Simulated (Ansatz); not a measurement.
HfGe2: response to strain

Consider HfGe$_{2}$ (space group Cmcm, No. 63; a = 3.7806 Å, b = 14.7440 Å, c = 3.7473 Å).

Strains are applied to the cell and any free atomic positions relax.

The values are results of PBEsol (Ansatz, a program for electronic structure), scalar-relativistic without spin-orbit coupling, earlier PAW set, not measurements.

Notes on the quantities. energy relative to the base: free energy F.

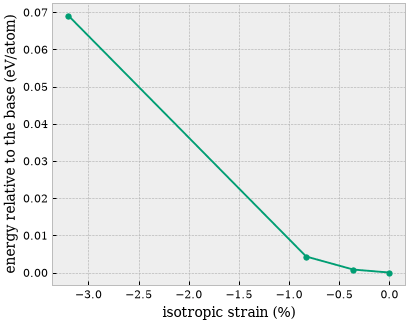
Fig. 1. Energy relative to the base against isotropic strain

| isotropic strain (%) | energy relative to the base |
|---|---|
| -3.2 | +69 meV/atom |
| -0.83 | +4.3 meV/atom |
| -0.36 | +0.8 meV/atom |

Stability against distortions was not tested. The final runs are not spin-polarised.
